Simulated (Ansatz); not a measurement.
**ClH₅O₂W: density, localisation and related maps**

The calculation's input:

```
crystal:
  periodic: [false, false, false]
  atoms:
    - { symbol: W, position_ang: [0.0, 0.0, 0.0] }
    - { symbol: O, position_ang: [0.0, 0.0, 1.94] }
    - { symbol: H, position_ang: [-0.9095, -0.2814, 2.2771] }
    - { symbol: O, position_ang: [1.94, 0.0, 0.0] }
    - { symbol: H, position_ang: [2.2771, -0.9519, -0.0197] }
    - { symbol: Cl, position_ang: [0.0, 2.39, 0.0] }
    - { symbol: H, position_ang: [-1.72, 0.0, 0.0] }
    - { symbol: H, position_ang: [0.0, -1.72, 0.0] }
    - { symbol: H, position_ang: [0.0, 0.0, -1.72] }
basis:
  gaussian: { orbitals: def2-SVP }
hamiltonian:
  xc: b3lyp
relax:
  f_tol: 0.02
  max_steps: 40
output:
  orbitals: {}
```

Launched as:

```sh
ansatz run input.yaml --threads 2 --pin off --max-ram 3072MiB --backend cpu --events-out ev --progress --plain --runs-dir out
```

The fields are those of the run's last geometry, not of the input's.

Core potentials replace the inner electrons of W.

Theory: RKS B3LYP/def2-SVP in Ansatz 0.2.0.

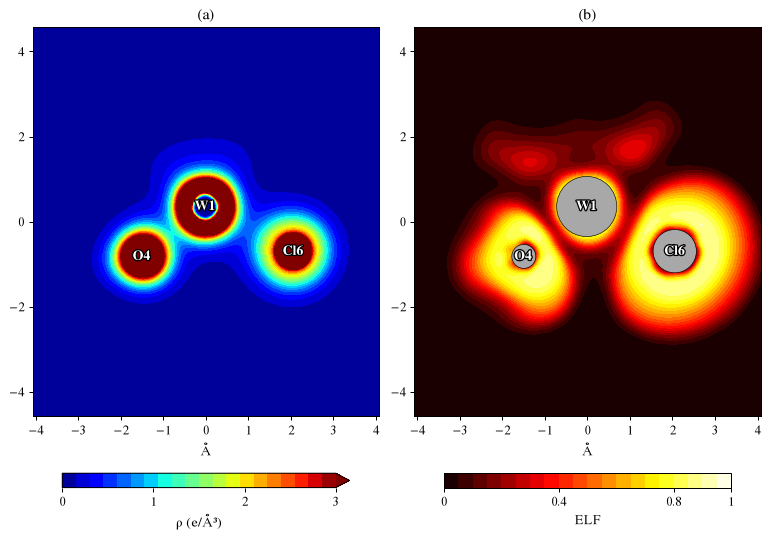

Figure 1. (a) electron density; (b) electron localisation function on the plane of atoms O4, W1 and Cl6. Grey discs cover the atomic cores in the ELF map.

> Read the bonding off the picture.

The plane passes through W, O and Cl nuclei. W–O (1.89 Å): ρ at the midpoint is about 1.1 e/Å³; the ELF peaks at about 0.85 in the valence shell of O, 0.5 Å from its nucleus, and drops to about 0.25 between the two atoms. W–Cl (2.32 Å): ρ is about 0.64 e/Å³ halfway; the ELF peaks at about 0.85 in the valence shell of Cl, 0.8 Å from its nucleus, and is about 0.35 at the midpoint.

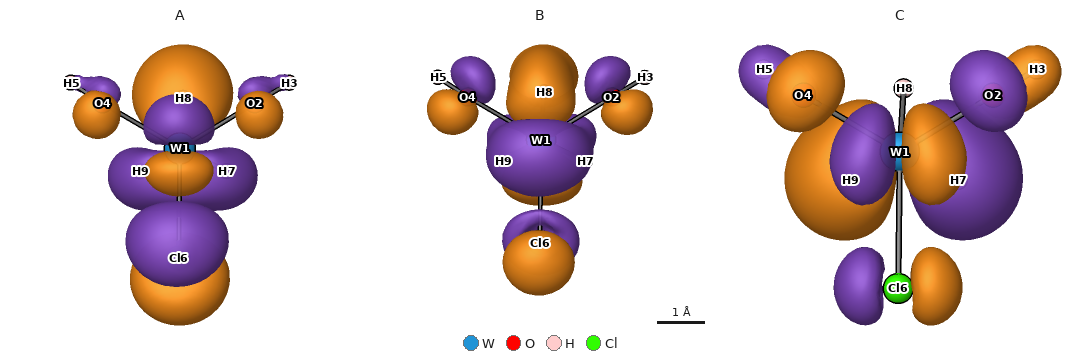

Figure 2. Three frontier orbitals at ±0.1 Å⁻³ᐟ² (orange and purple are the two phases), in no order.

> Which picture is the HOMO−1, the HOMO and the LUMO?

C is the HOMO−1 (−7.99 eV). By Hirshfeld shares it lies mainly on W1 (about 40 %), H7 (about 20 %), H9 (about 20 %), O2 (about 5 %) and O4 (about 5 %). A is the HOMO (−7.60 eV). It lies mainly on Cl6 (about 35 %), W1 (about 30 %) and H8 (about 20 %). B is the LUMO (−2.16 eV). Its weight (Hirshfeld) is mainly on W1 (about 60 %), Cl6 (about 15 %), O2 (about 5 %), O4 (about 5 %) and H8 (about 5 %).

> What is the HOMO–LUMO gap?

5.44 eV between the orbital energies.

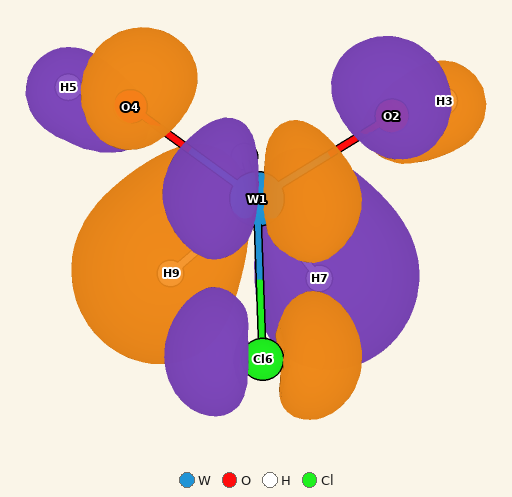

Figure 3. The HOMO−1 at ±0.08 Å⁻³ᐟ² (orange and purple are the two phases), seen at a tilt.

> Where does this orbital lie, and at what energy?

Its weight (Hirshfeld) is mainly on W1 (about 40 %), H7 (about 20 %), H9 (about 20 %), O2 (about 5 %) and O4 (about 5 %). Its energy is −7.99 eV.
